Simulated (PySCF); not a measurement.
**MoClO₃ (charge −1): geometry relaxation**

The run: geometry relaxation of MoClO₃, charge −1, SMILES [O]=[Mo-](=[O])(=[O])[Cl]. Method and program: PBE0-D3(BJ)/def2-SVP geometry optimisation, gas phase (PySCF 2.14.0).

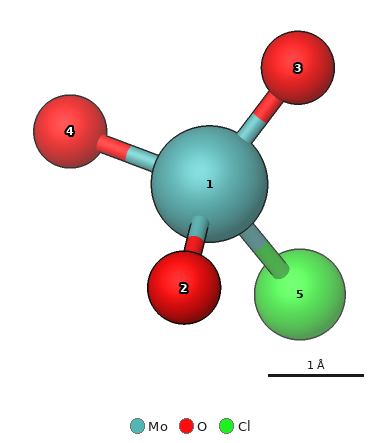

*The input geometry (ball-and-stick view, seen at a tilt; atoms are numbered from 1 in the order of the input). Sticks mark near contacts.*

Bond lengths as drawn: Cl–Mo 2.24 Å and Mo–O 1.56 to 1.71 Å.

### Summary

```json
{"quantity": "outcome", "value": "converged"}
{"quantity": "total energy", "value": "−753.623187 hartree"}
{"quantity": "point group", "value": "C3v"}
{"quantity": "hardware", "value": "1 CPU thread, shared host"}
{"quantity": "wall time", "value": "38 s"}
{"quantity": "peak memory", "value": "0.35 GiB"}
```

### Remarks

The run takes a singlet; with an open-shell metal another spin state may lie lower.

### The input
```
{"job": {"xc": "PBE0", "basis": "def2-SVP", "d3": "d3bj", "grid": 1, "maxiter": 30, "shake": 0.03, "kind": "geom"}, "charge": -1, "multiplicity": 1}
Mo     0.159460     0.093430     0.082970
O      0.011450     0.000740     1.710770
O      1.561350     0.036290    -0.590530
O     -0.693500     1.433290    -0.546610
Cl    -0.963920    -1.674220    -0.718730
```

The first line tells a small driver script what to run in PySCF; the rest is the geometry in Å.

Command:
```bash
OMP_NUM_THREADS=1 python <driver script> task.json out
```

### Log
```
step   0  E = -753.57360532  max force = 0.225776
step   1  E = -753.62105404  max force = 0.022317
step   2  E = -753.62299580  max force = 0.006937
step   3  E = -753.62313174  max force = 0.001491
step   4  E = -753.62315362  max force = 0.001107
step   5  E = -753.62303909  max force = 0.005428
step   6  E = -753.62311999  max force = 0.003252
step   7  E = -753.62317866  max force = 0.001387
step   8  E = -753.62318717  max force = 0.000992
step   9  E = -753.62318699  max force = 0.000481
optimisation converged
```

### Trajectory as extended XYZ (Å, eV, eV/Å), 10 frames, from step=0 to step=9
```
5
Properties=species:S:1:pos:R:3:forces:R:3 step=0 energy=-20505.78227
Mo    0.1595    0.0934    0.0830  -10.9470   1.0449  -0.9178
O     0.0115    0.0007    1.7108    0.6155  -0.1373   5.9625
O     1.5614    0.0363   -0.5905   11.6099  -0.3475  -4.1563
O    -0.6935    1.4333   -0.5466   -0.3594   1.1616  -0.1500
Cl   -0.9639   -1.6742   -0.7187   -0.9191  -1.7218  -0.7384
5
Properties=species:S:1:pos:R:3:forces:R:3 step=1 energy=-20507.07341
Mo    0.0932    0.0861    0.0505   -0.3233   1.1476   0.2838
O     0.0459    0.0189    1.7786    0.2292   0.1410  -0.8154
O     1.6846    0.0501   -0.5798   -0.0500   0.0059   0.3270
O    -0.7258    1.4873   -0.5483    0.4508  -0.7062   0.4847
Cl   -1.0230   -1.7529   -0.7631   -0.3067  -0.5883  -0.2801
5
Properties=species:S:1:pos:R:3:forces:R:3 step=2 energy=-20507.12625
Mo    0.0767    0.0898    0.0383    0.3567  -0.2870   0.2128
O     0.0645    0.0350    1.7503   -0.0162   0.0370  -0.0729
O     1.6907    0.0698   -0.5326   -0.1019   0.0345   0.0405
O    -0.7210    1.4887   -0.5135   -0.1779   0.3485  -0.0853
Cl   -1.0360   -1.7938   -0.8046   -0.0607  -0.1330  -0.0951
5
Properties=species:S:1:pos:R:3:forces:R:3 step=3 energy=-20507.12995
Mo    0.0766    0.0856    0.0399   -0.0075   0.0767  -0.0486
O     0.0587    0.0286    1.7482   -0.0138  -0.0282   0.0406
O     1.6926    0.0838   -0.5181   -0.0356   0.0054   0.0069
O    -0.7255    1.4986   -0.4988    0.0312  -0.0672   0.0249
Cl   -1.0276   -1.8070   -0.8332    0.0257   0.0134  -0.0238
5
Properties=species:S:1:pos:R:3:forces:R:3 step=4 energy=-20507.13055
Mo    0.0755    0.0858    0.0425   -0.0521   0.0385  -0.0414
O     0.0483    0.0120    1.7504   -0.0123  -0.0313   0.0272
O     1.6932    0.0970   -0.5078    0.0061   0.0042  -0.0012
O    -0.7298    1.4998   -0.4873    0.0210  -0.0569   0.0199
Cl   -1.0124   -1.8051   -0.8599    0.0372   0.0455  -0.0045
5
Properties=species:S:1:pos:R:3:forces:R:3 step=5 energy=-20507.12743
Mo    0.0654    0.0849    0.0647   -0.2160  -0.1556  -0.0155
O    -0.0494   -0.1623    1.7554    0.0010  -0.0081  -0.0852
O     1.6993    0.2125   -0.4032    0.2791   0.0641  -0.0155
O    -0.7774    1.5036   -0.3795   -0.0168   0.0602  -0.0028
Cl   -0.8631   -1.7492   -1.0995   -0.0473   0.0393   0.1190
5
Properties=species:S:1:pos:R:3:forces:R:3 step=6 energy=-20507.12963
Mo    0.0668    0.0843    0.0611   -0.1201  -0.0966  -0.0458
O    -0.0494   -0.1629    1.7505   -0.0038  -0.0134  -0.0470
O     1.7042    0.2153   -0.4021    0.1672   0.0392  -0.0044
O    -0.7760    1.5044   -0.3806   -0.0062   0.0311  -0.0058
Cl   -0.8708   -1.7515   -1.0910   -0.0371   0.0398   0.1031
5
Properties=species:S:1:pos:R:3:forces:R:3 step=7 energy=-20507.13123
Mo    0.0685    0.0838    0.0563    0.0289  -0.0137  -0.0713
O    -0.0540   -0.1730    1.7423   -0.0075  -0.0103  -0.0036
O     1.7122    0.2263   -0.3954   -0.0013   0.0040   0.0148
O    -0.7781    1.5043   -0.3788    0.0097  -0.0048  -0.0076
Cl   -0.8738   -1.7519   -1.0865   -0.0298   0.0247   0.0677
5
Properties=species:S:1:pos:R:3:forces:R:3 step=8 energy=-20507.13146
Mo    0.0715    0.0842    0.0520    0.0510   0.0044  -0.0083
O    -0.0571   -0.1805    1.7364    0.0013   0.0093  -0.0141
O     1.7176    0.2338   -0.3922   -0.0392  -0.0137   0.0068
O    -0.7789    1.5032   -0.3805    0.0123  -0.0013  -0.0123
Cl   -0.8782   -1.7512   -1.0778   -0.0254   0.0013   0.0279
5
Properties=species:S:1:pos:R:3:forces:R:3 step=9 energy=-20507.13145
Mo    0.0719    0.0843    0.0518    0.0244   0.0028  -0.0098
O    -0.0571   -0.1813    1.7359    0.0016   0.0117  -0.0031
O     1.7175    0.2345   -0.3919   -0.0116  -0.0139  -0.0007
O    -0.7786    1.5030   -0.3812    0.0104   0.0018  -0.0101
Cl   -0.8789   -1.7509   -1.0768   -0.0248  -0.0023   0.0237
```

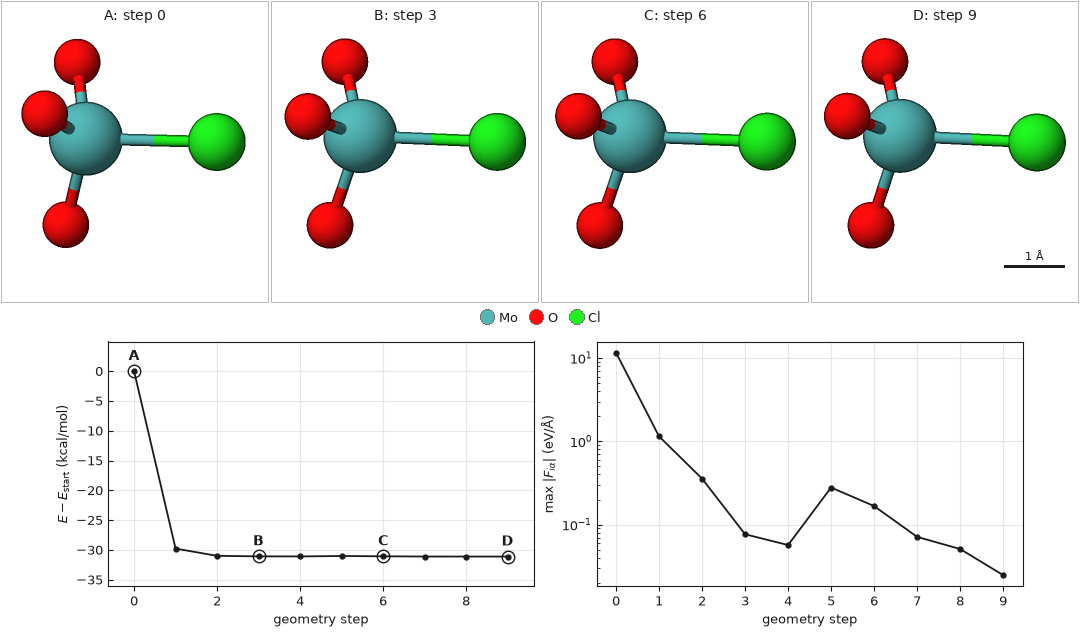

*Frames of the relaxation (ball-and-stick view, seen at a tilt) above the curves, on which the letters mark them (steps are counted from 0).*

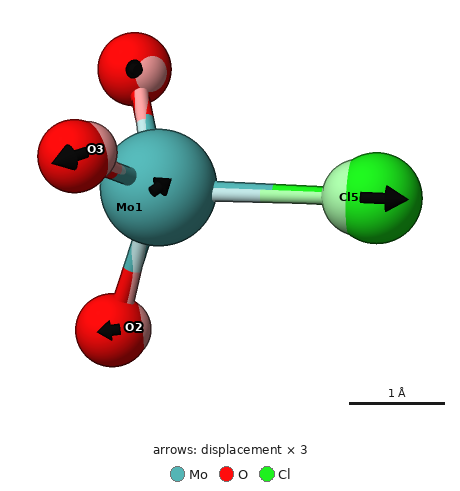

*Start (faint) and end (solid) with the displacements as black arrows, magnified 3 times (ball-and-stick view, seen at a tilt). The two geometries are laid on each other by the best rigid fit.*

The atom that moves furthest after the best rigid fit is Cl5 (0.17 Å). Largest moves by element: Cl 0.17 Å, O 0.14 Å, Mo 0.09 Å. Distances before and after: Mo1–O3 1.556 → 1.711 Å, Mo1–Cl5 2.243 → 2.355 Å, Mo1–O2 1.637 → 1.710 Å. Among the angles that change: O2–Mo1–O3 120.6° → 110.0°, O4–Mo1–Cl5 103.7° → 108.9°, O3–Mo1–Cl5 105.5° → 109.4°. After 9 geometry steps the energy has fallen by 31.1 kcal/mol. Largest force component: 12 eV/Å at the start, 0.025 eV/Å at the end. (Atoms are counted from 1 in the order of the input.)
